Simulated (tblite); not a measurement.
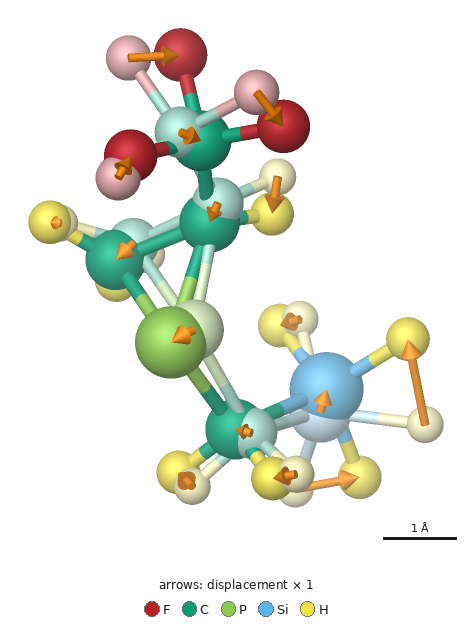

A relaxation of C$_{4}$H$_{8}$F$_{3}$PSi. The starting structure is drawn faded, the final one solid; orange arrows show the displacements, at their true length. The two geometries are superimposed by the best rigid fit.

The picture is a ball-and-stick view, seen from a free direction.

Theory: GFN2-xTB geometry optimisation, gas phase in tblite 0.8.0. 

> Which element moves most?

Hydrogen: up to 1.29 Å, against 0.73 Å for fluorine.

> Describe the change and its energy.

The energy falls by 97.1 kJ/mol in 157 geometry steps. The largest move after the best rigid fit is that of an H atom, 1.29 Å. By element the largest moves are H 1.29 Å, F 0.73 Å, P 0.41 Å, C 0.36 Å, Si 0.34 Å. Near-neighbour distances that change, for instance: C–Si 1.827 → 1.910 Å, C–P 1.812 → 1.857 Å, C–C 1.534 → 1.492 Å, C–H 1.121 → 1.081 Å. Bond angles that change, for instance: C–P–C 126.0° → 103.3°, C–P–C 115.0° → 101.5°, C–C–H 113.3° → 119.2°. Groups turn about C–Si by about 40°.
